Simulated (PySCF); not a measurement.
**C5H10N2Si: density, localisation and related maps**

Input file:

```
{"job": {"kind": "uv", "xc": "PBE0", "basis": "def2-SVPD", "nstates": 8, "ntriplets": 3}, "charge": 0, "multiplicity": 1}
C     -2.821169     0.466408    -1.501881
C     -2.225053     0.426207    -0.325953
C     -0.746058     0.528800    -0.126277
N     -0.286126    -0.535218     0.747939
C      1.142743    -0.519480     0.995913
Si     2.303102    -0.816482    -0.511686
C      2.340119     0.714229    -1.579574
N      2.360644     1.658383    -2.229870
H     -2.262271     0.587106    -2.415816
H     -3.890681     0.395655    -1.601738
H     -2.792679     0.304613     0.586277
H     -0.513249     1.478788     0.371465
H     -0.230016     0.531036    -1.103649
H     -0.567720    -1.433800     0.366103
H      1.378381     0.440269     1.466972
H      1.344620    -1.292383     1.743435
H      1.779711    -1.892532    -1.359518
H      3.676941    -1.035281    -0.063318
```

Command:

```sh
OMP_NUM_THREADS=1 python probes_run.py task.json out
```

Geometry: GFN2-xTB.

These are results of PySCF 2.14.0, PBE0/def2-SVPD, SCF density, gas phase, not measurements.

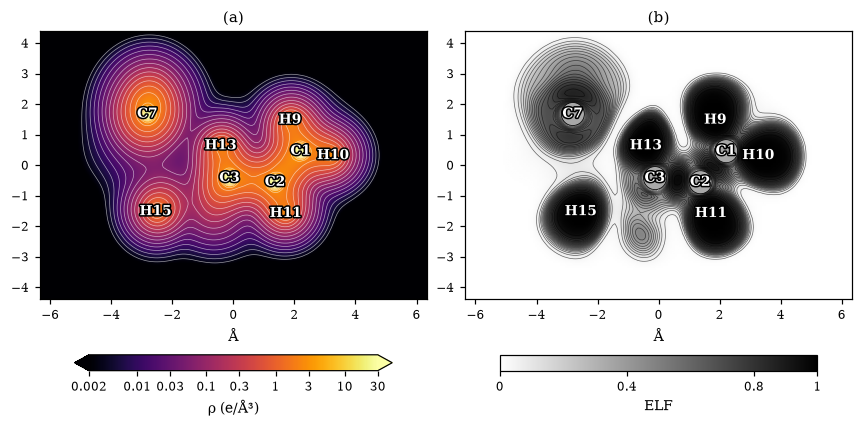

Figure 1. (a) electron density; (b) electron localisation function on the plane of atoms C2, C1 and H10. Grey discs cover the atomic cores in the ELF map.

Read the bonding off the picture.

Answer.
- The section cuts through C and H sites.
- C–C (1.32 Å): ρ at the midpoint is about 2.3 e/Å³; the ELF peaks at about 0.95 between the atoms: a short, multiple covalent bond.
- C–C (1.50 Å): the density is about 1.8 e/Å³ at the midpoint; the ELF peaks at about 0.95 between the atoms, as expected for localised, covalent bonding.
- C–H (1.08 Å): ρ is about 2 e/Å³ halfway; the ELF climbs to about 1 towards the hydrogen, as it does in any bond to H (a covalent bond by its length).

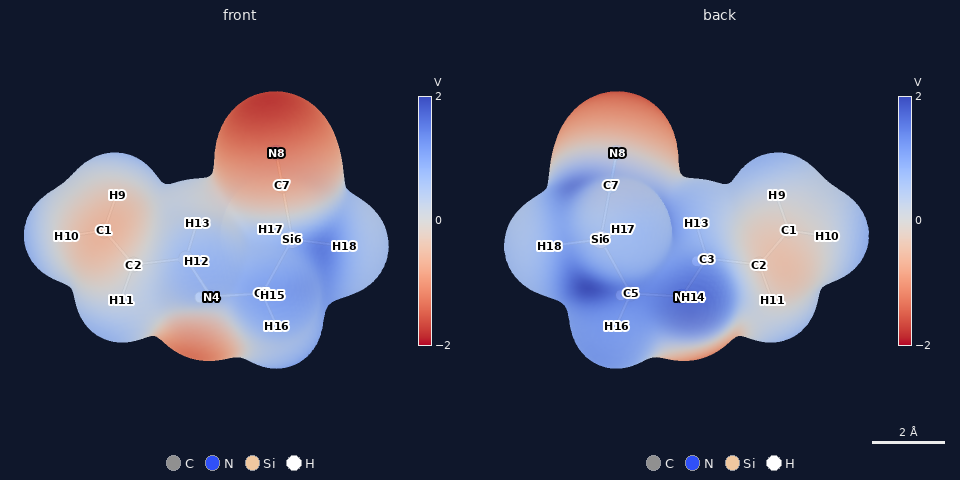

Figure 2. The electrostatic potential painted on the density surface at 0.002 e/bohr³, seen from the front and from behind; the colour scale runs from red (negative) to blue (positive).

Where is the surface potential most negative and most positive?

Answer. The most negative region (about −1.7 V) lies over N8, the most positive (about +1.8 V) over Si6. N8 is the likeliest acceptor of a hydrogen bond.
